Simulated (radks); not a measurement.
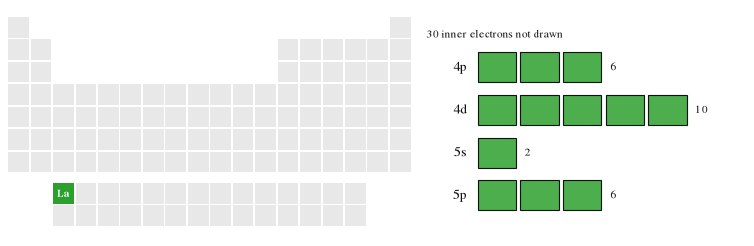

Left, the place of lanthanum in the periodic table; right, the outer shells as the input fills them: a box for each of the 2l + 1 orbitals, shaded by the share of the shell that is filled, with the electron count at the right.

La³⁺: atomic calculation

- system: La³⁺ (Z = 57, 54 electrons) in the configuration [Xe].
- method: Dirac Kohn-Sham, BLYP, spin-unpolarised, spherical densities, finite nucleus (the in-house radial solver radks)

## Summary

- outcome: converged
- total energy: −8496.5558 hartree
- kinetic energy: 9092.4386 hartree
- electron–nucleus energy: −20623.8682 hartree
- Hartree energy: 3238.8785 hartree
- exchange–correlation energy: −204.004610 hartree
- radius at density 0.001 e/bohr³: 3.52 bohr
- SCF iterations: 14
- hardware: 1 thread of Intel Xeon @ 2.50GHz, 149 GiB of memory available, shared host

## Input
```
Z 57
configuration [Xe]
relativity Dirac
functional b88,lyp
spin unpolarised
j_filling average
nucleus finite rms 4.855 fm
c 137.035999084
```

Energies in input and log are in hartree, lengths in bohr (the nuclear radius in fm).

The run was one of a batch that the task file lists, launched with:
```bash
python <driver script> task.json out
```

## The program's output
```
1s1/2   1   2.0000       -1423.81727687
2s1/2   1   2.0000        -227.29374859
2p1/2   1   2.0000        -214.43646896
2p3/2   1   4.0000        -199.24814506
3s1/2   1   2.0000         -49.27867659
3p1/2   1   2.0000         -43.85459272
3p3/2   1   4.0000         -40.89505936
3d3/2   1   4.0000         -31.38541006
3d5/2   1   6.0000         -30.75210509
4s1/2   1   2.0000         -10.62352375
4p1/2   1   2.0000          -8.62761311
4p3/2   1   4.0000          -7.99651745
4d3/2   1   4.0000          -4.72333911
4d5/2   1   6.0000          -4.61376596
5s1/2   1   2.0000          -2.25657620
5p1/2   1   2.0000          -1.70312331
5p3/2   1   4.0000          -1.60534102
Etot -8496.555809986672
Ekin 9092.438575632936
Encl -20623.86822905946
Eh 3238.878453665465
Exc -204.0046102256133
err 1.4161645022703914e-09
it 14
```

## Orbitals

```csv
orbital,occupation,energy (eV),⟨r⟩ (bohr),outer maximum (bohr)
1s,2,−38744.0,0.02507,0.0161
2s,2,−6185.0,0.1070,0.0911
2p1/2,2,−5835.1,0.08990,0.0695
2p3/2,4,−5421.8,0.09600,0.0747
3s,2,−1340.9,0.2849,0.261
3p1/2,2,−1193.3,0.2747,0.247
3p3/2,4,−1112.8,0.2867,0.259
3d3/2,4,−854.041,0.2577,0.208
3d5/2,6,−836.807,0.2615,0.211
4s,2,−289.081,0.6541,0.608
4p1/2,2,−234.769,0.6745,0.619
4p3/2,4,−217.596,0.7015,0.643
4d3/2,4,−128.529,0.7618,0.667
4d5/2,6,−125.547,0.7714,0.675
5s,2,−61.405,1.540,1.40
5p1/2,2,−46.344,1.711,1.53
5p3/2,4,−43.684,1.782,1.59
```

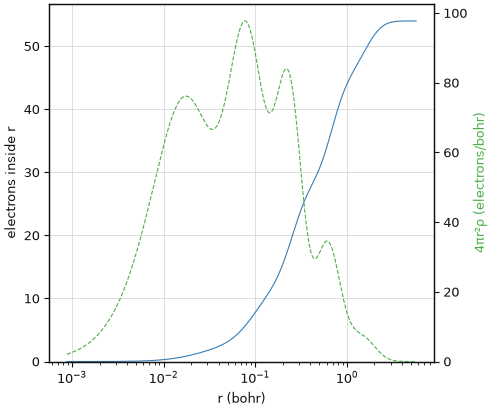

The number of electrons inside radius r (solid) and the radial density 4πr²ρ (dashed). The count levels off at 54 electrons. Half of them lie within 0.384 bohr, 90 % within 1.48 bohr and 99 % within 2.64 bohr. The radial density has minima at 0.0340, 0.144 and 0.447 bohr, where the count stands at 2.0, 11.2 and 29.0; these part the shells that the density resolves.

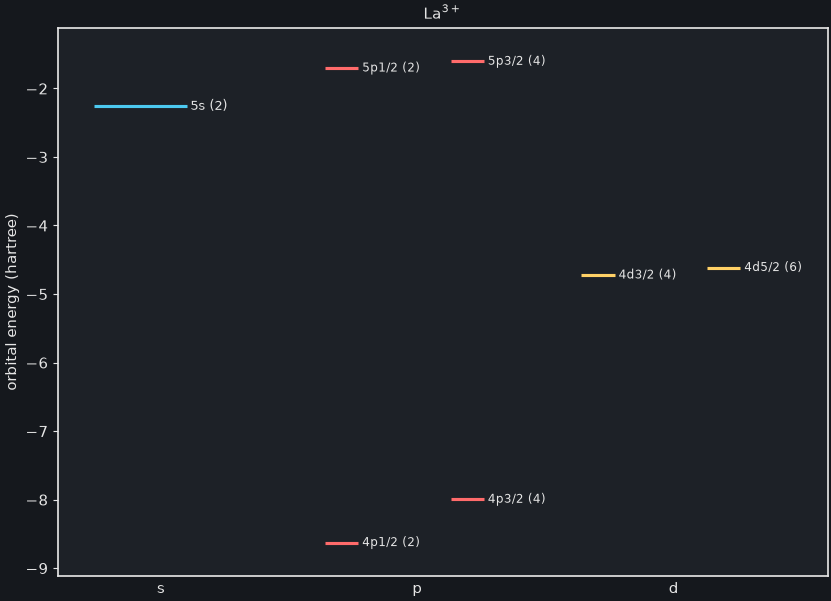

The outer levels are drawn (occupations in brackets, the lower j at the left of each column). The highest occupied level is 5p3/2 at −1.61 hartree. From the top down the occupied levels run 5p3/2 (−1.61 hartree), 5p1/2 (−1.70 hartree), 5s (−2.26 hartree), 4d5/2 (−4.61 hartree), 4d3/2 (−4.72 hartree), 4p3/2 (−8.00 hartree), 4p1/2 (−8.63 hartree). Spin-orbit splittings: 5p 0.0978 hartree, 4d 0.110 hartree, 4p 0.631 hartree. The semi-empirical ionisation energy (NIST) is 50.0 eV; minus the highest level, 43.7 eV, lies 13 % below it, as is usual for a semilocal functional, whose potential decays too fast.

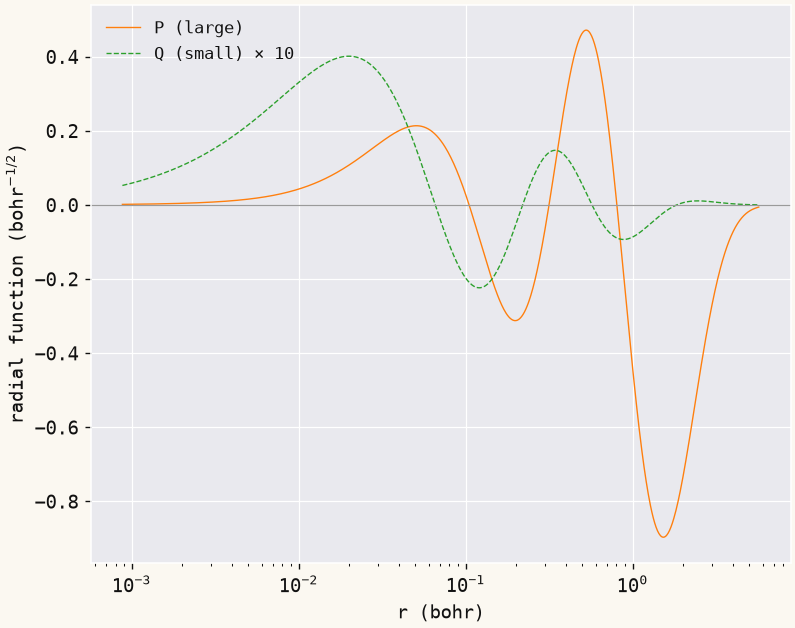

The large and small radial components of one occupied spinor. It is 5p1/2. The spinor has κ = 1: the large component has l = 1 and 3 radial nodes (r = 0.105, 0.316 and 0.805 bohr), the small one has l = 0. The small component carries 0.017 % of the norm; ⟨r⟩ = 1.71 bohr and the eigenvalue is −46.3 eV. The nodes of P give n − l − 1 and its extent picks the shell; Q has as many nodes as P for κ < 0 and one more for κ > 0.

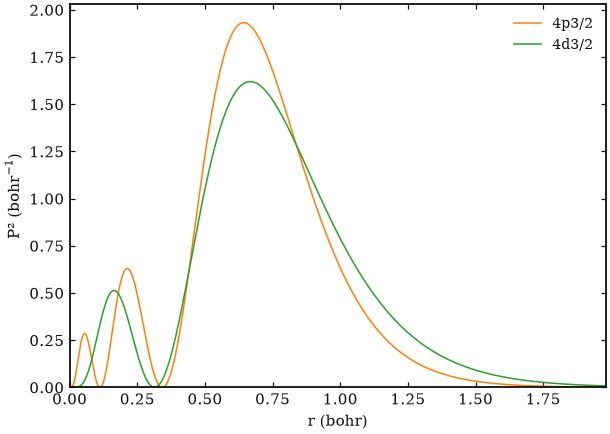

The radial probability densities P² (large components) of 4d3/2 and 4p3/2. 4p3/2: outer maximum at 0.643 bohr, ⟨r⟩ = 0.702 bohr, 2 nodes, eigenvalue −217.6 eV; 4d3/2: outer maximum at 0.667 bohr, ⟨r⟩ = 0.762 bohr, 1 node, eigenvalue −128.5 eV.
